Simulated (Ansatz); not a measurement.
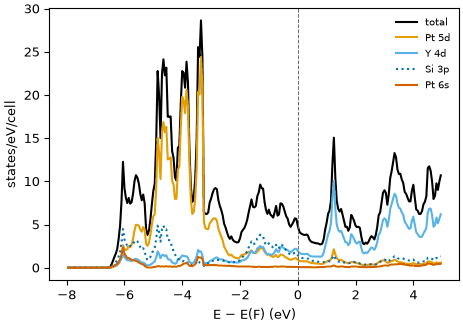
Total and projected density of states of YSiPt in space group Pnma (No. 62; Y on 4c, Si on 4c, Pt on 4c), the program Ansatz at the r²SCAN level (PAW)

Question: Which orbitals carry the states next to the Fermi level?

Answer: Within 0.5 eV of the Fermi level: Y 4d 39 %, Si 3p 31 %, Pt 5d 19 %, outside the projected shells 6 %. Projections are on Löwdin-orthogonalised atomic valence shells; empty p or d shells of many metals are not among them.

Question: Where is the tallest occupied peak in this window, and what makes it?

Answer: Near -3.3 eV, about 29 states/eV per cell; the largest projected share is Pt 5d.

The workflow started from a Materials Project entry (that database holds measured and hypothetical structures alike); the Crystallography Open Database copy checked does not list it. With Si and Pt taken as one species the cell has the higher symmetry Imma, so it may be an ordered model of a mixed-site phase. Whether it is the stable phase at ambient conditions was not checked. The cell was relaxed with r²SCAN under the symmetry of its start; whether a distortion lowers the energy is not shown. No spin polarisation was allowed. Spin–orbit coupling is left out wherever it is not named.

Potentials: the earlier of the program's two PAW sets.
